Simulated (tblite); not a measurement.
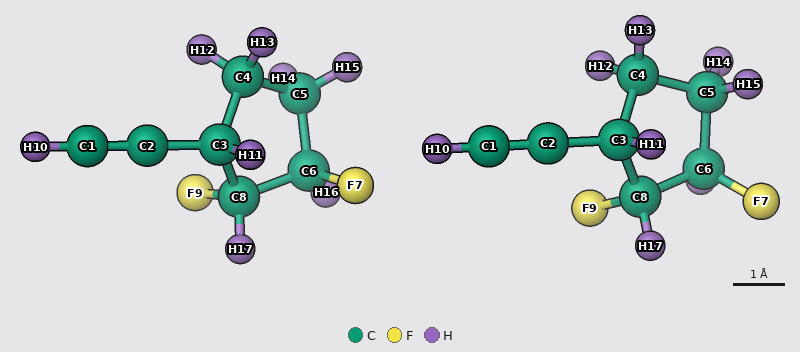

Two geometries of C7H8F2, drawn at one scale. One is the start of a relaxation, the other its converged end. The picture is a ball-and-stick view, seen at a tilt.

These are results of GFN2-xTB geometry optimisation, gas phase in tblite, not measurements. 

> Which one is relaxed?

The right one is the relaxed one. Over 87 geometry steps the energy falls by 13.4 kJ/mol. The atom that moves furthest after the best rigid fit is H14 (0.83 Å). Largest moves by element: H 0.83 Å, F 0.73 Å, C 0.26 Å. Some distances before and after: C4–H13 1.112 → 1.088 Å, C6–F7 1.358 → 1.378 Å, C1–C2 1.213 → 1.196 Å, C5–C6 1.522 → 1.535 Å. Among the angles between lasting bonds that change: C4–C5–H14 108.5° → 112.5°, C8–C6–H16 113.7° → 110.1°, C3–C4–H12 112.6° → 109.1°. Groups turn about C5–C6 by about 45°, C4–C5 by about 40°, C6–C8 by about 30°.
